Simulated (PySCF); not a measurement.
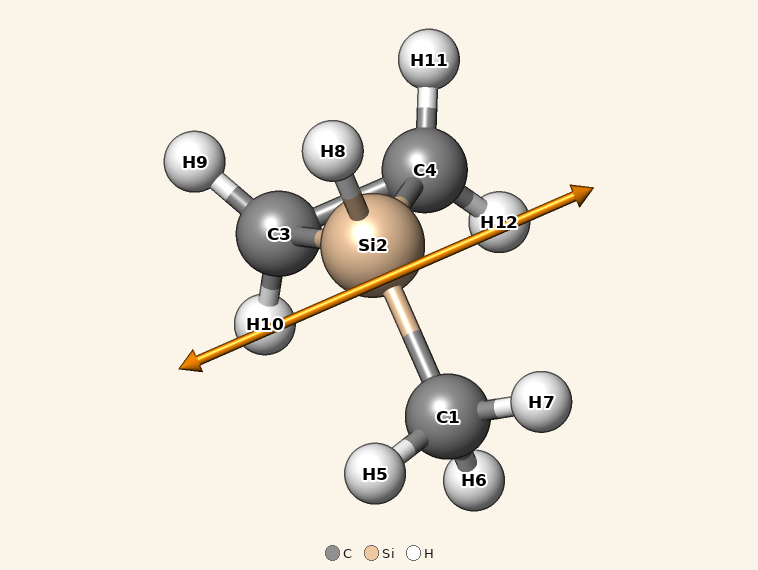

The double arrow shows the direction of the transition dipole to excited singlet state 5 (its length means nothing). The geometry was computed by an optimisation with GFN2-xTB. No frequency run is at hand to confirm it as a minimum. Method: TDDFT ωB97X-D/def2-SVPD, vertical, gas phase, core orbitals frozen in the response (PySCF 2.14.0).

How is the transition polarised?

Nearly parallel to the C3–C4 bond.

Where does the transition lie, and how strong is it?

7.71 eV (161 nm), oscillator strength 0.021, mainly HOMO → LUMO+5 (weight 0.63); transition dipole 0.86 D.

The geometry is semi-empirical. Around Si such bond lengths and angles can be off by a tenth of an ångström or more and by several degrees, and values that hang on the shape move with them.
